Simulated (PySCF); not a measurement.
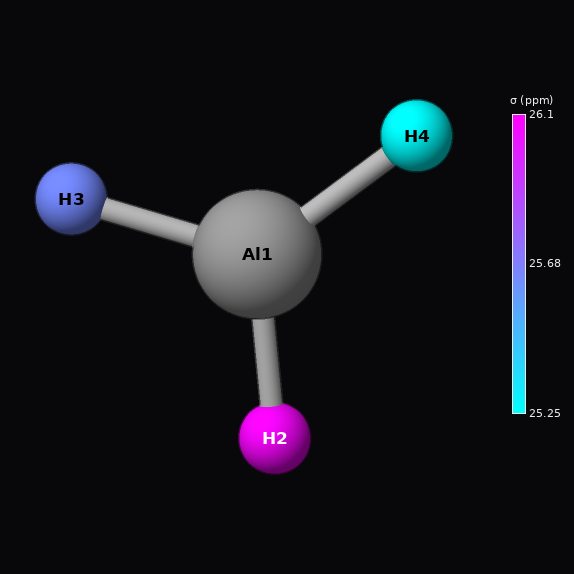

Atoms are coloured by their isotropic NMR shieldings (H only, the others grey). Geometry: a frame of a GFN2-xTB molecular-dynamics simulation, not a minimum. Level of theory: GIAO PBE0/pcSseg-1 NMR shielding, non-relativistic, gas phase (PySCF 2.14.0).

List the isotropic NMR shieldings of the H atoms.

| atom | σ (ppm) |
| --- | --- |
| H2 | 26.08 |
| H3 | 25.64 |
| H4 | 25.25 |
